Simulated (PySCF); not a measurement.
**How the numerical set-up moves the result for SiCl**

The method stays; parts of the set-up, such as the basis or the Hamiltonian, are changed.

Program: PySCF 2.14.0. Level of theory: each script names its method and basis. These are calculated values, not measurements.

1 further run of the same task is left out (it didn't finish).

## Step 1: Where the work starts

SiCl: 2 atoms, charge 0, spin multiplicity 2.

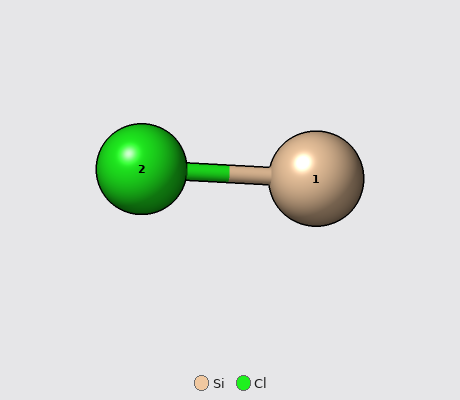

Start geometry, drawn with silicon light orange, chlorine green; atoms are numbered from 1 in the order of the file.

## Step 2: The base run

input.py

```python
from pyscf import gto, scf

mol = gto.M(
    atom='Si 0 0 0; Cl 0 0 1.877',
    basis='jorge-dzp',
    charge=0,
    spin=1,
    verbose=4,
)
mf = scf.UHF(mol)
mf.kernel()
mf.dip_moment()
print('orbital energies (hartree):', [e[max(0, n-3):n+3].round(4) for e, n in zip(mf.mo_energy, mol.nelec)])
```

Started as:

```
OMP_NUM_THREADS=1 python input.py
```

Its log is not repeated here.

Base result: E(SCF) = -748.405816 Eh, 11 cycles, ⟨S²⟩ = 0.768, μ = 0.14 D.

The bond length is a typed value, not an optimised one.

## Step 3: Cc-pcvdz

Variant 1 changes basis set: jorge-dzp → cc-pcvdz.

input.py

```python
from pyscf import gto, scf

mol = gto.M(
    atom='Si 0 0 0; Cl 0 0 1.877',
    basis='cc-pcvdz',
    charge=0,
    spin=1,
    verbose=4,
)
mf = scf.UHF(mol)
mf.kernel()
mf.dip_moment()
print('orbital energies (hartree):', [e[max(0, n-3):n+3].round(4) for e, n in zip(mf.mo_energy, mol.nelec)])
```

Started as:

```
OMP_NUM_THREADS=1 python input.py
```

## Step 4: Density fitting auto

Variant 2 changes density fitting: none → auto.

Edit input.py of step 2 so:

```diff
@@ -10,2 +10,3 @@
 mf = scf.UHF(mol)
+mf = mf.density_fit()
 mf.kernel()
```

## Step 5: Def2-svpd

Variant 3 changes basis set: jorge-dzp → def2-svpd.

Edit input.py of step 2 so:

```diff
@@ -4,3 +4,3 @@
     atom='Si 0 0 0; Cl 0 0 1.877',
-    basis='jorge-dzp',
+    basis='def2-svpd',
     charge=0,
```

## Step 6: Density fitting def2-universal-jkfit

Variant 4 changes density fitting: none → def2-universal-jkfit.

Edit input.py of step 2 so:

```diff
@@ -10,2 +10,3 @@
 mf = scf.UHF(mol)
+mf = mf.density_fit(auxbasis='def2-universal-jkfit')
 mf.kernel()
```

## Step 7: Spin-free X2C on

Variant 5 changes spin-free X2C: off → on.

Edit input.py of step 2 so:

```diff
@@ -10,2 +10,3 @@
 mf = scf.UHF(mol)
+mf = mf.sfx2c1e()
 mf.kernel()
```

Q: Predict the outcome of this session. Wanted: for each run, E(SCF); from base; gap, α spin; SCF dipole.

As calculated:

| run | E(SCF) (hartree) | from base (eV) | cycles | gap, α spin (eV) | SCF dipole (D) | functions |
| --- | --- | --- | --- | --- | --- | --- |
| base | -748.405816 | 0 | 11 | 7.90 | 0.14 | 48 |
| cc-pcvdz | -748.404111 | +0.0464 | 11 | 7.91 | 0.13 | 54 |
| density fitting auto | -748.405813 | +0.0001 | 11 | 7.90 | 0.14 | 48 |
| def2-svpd | -748.167567 | +6.4831 | 11 | 7.97 | 0.28 | 51 |
| density fitting def2-universal-jkfit | -748.405786 | +0.0008 | 11 | 7.90 | 0.14 | 48 |
| spin-free X2C on | -750.303407 | -51.6361 | 11 | 7.90 | 0.12 | 48 |

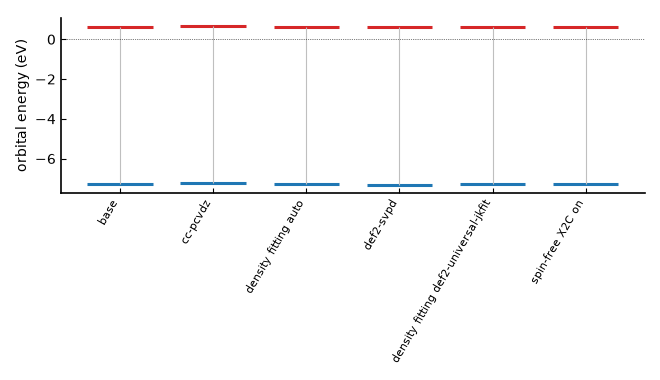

Frontier levels by run: filled blue, empty red. Open-shell runs show the α spin alone.

**Reading.** The largest comparable shift of the SCF energy, -51.636 eV, comes with the run “spin-free X2C on”. cc-pcvdz (54 functions) gives an energy 0.05 eV higher than jorge-dzp (48); size alone doesn't order basis sets of different families. def2-svpd (51 functions) gives an energy 6.48 eV higher than jorge-dzp (48); size alone doesn't order basis sets of different families. Scalar relativity lowers the total energy by 51.64 eV, nearly all of it in the inner shells; a basis contracted without relativity catches only part of it.
